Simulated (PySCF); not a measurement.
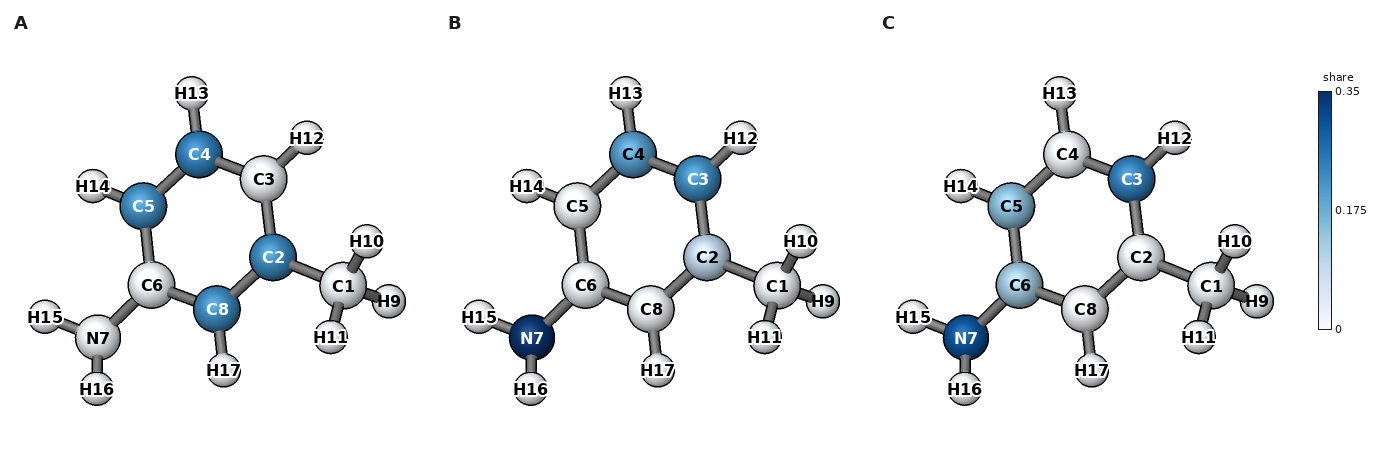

Each panel colours the atoms by their Löwdin share in one orbital (up to four of the largest shares; other atoms are shown as zero). Computed geometry: PBE0-D3(BJ)/def2-SVP optimisation. No frequency run is at hand to confirm it as a minimum. Method: PBE0/6-31G* (PySCF 2.14.0).

> The panels show the HOMO−2, HOMO, LUMO, in some order. Which is which?

A: LUMO, 0.48 eV; C4 0.24, C2 0.23, C8 0.23, C5 0.22
B: HOMO−2, −8.38 eV; N7 0.34, C3 0.22, C4 0.20, C2 0.09
C: HOMO, −5.49 eV; N7 0.30, C3 0.24, C5 0.15, C6 0.12
